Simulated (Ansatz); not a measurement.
# H2OSi: the cost of one run

Method: the levels named in each step, in Ansatz 0.2.0.

### 1 The structure to begin with

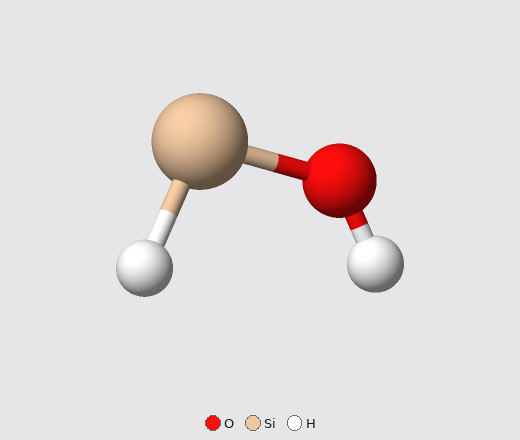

Start, viewed from a chosen angle; oxygen red, silicon light orange, hydrogen white.

Coordinates:

```xyz
4

O    -0.9918   -0.2345    0.0044
Si    0.5684    0.2124    0.0121
H    -1.3551   -1.1097   -0.1427
H     1.2596   -1.0856   -0.2644
```

### 2 A rough first relaxation, PBE-D4/def2-SVP

This run stands in another session on the same molecule. It ended at:

```xyz
4

O    -1.0506   -0.2007    0.0124
Si    0.5729    0.2667    0.0220
H    -1.2508   -1.1415   -0.1529
H     1.2097   -1.1419   -0.2722
```

### 3 Relaxation, PBE0-D4/def2-TZVPP

This run stands in another session on the same molecule. It ended at:

```xyz
4

O    -1.0263   -0.2105    0.0098
Si    0.5593    0.2548    0.0201
H    -1.2378   -1.1309   -0.1518
H     1.1859   -1.1307   -0.2687
```

### 4 Relaxation, CCSD(T)/cc-pV(T+d)Z

Input file input.yaml:

```yaml
crystal:
  periodic: [false, false, false]
  atoms:
    - { symbol: O, position_ang: [-1.02626836, -0.21051678, 0.0097607] }
    - { symbol: Si, position_ang: [0.55930163, 0.25475309, 0.02009165] }
    - { symbol: H, position_ang: [-1.23780785, -1.13090292, -0.15179527] }
    - { symbol: H, position_ang: [1.18585457, -1.13071339, -0.26868708] }
basis:
  gaussian: { orbitals: "cc-pV(T+d)Z.json" }
correlation:
  method: ccsd_t
relax:
  f_tol: 0.002
  max_steps: 40
```

Command:

```sh
$ ansatz run input.yaml --threads 2 --pin off --max-ram 5120MiB --backend cpu --events-out ev --progress --plain --runs-dir out
```

What time and memory should one allow on 2 threads of Intel Xeon at 2.50GHz (Skylake/Cascade Lake), shared host?

About 2 min, with a peak of 0.48 GiB.
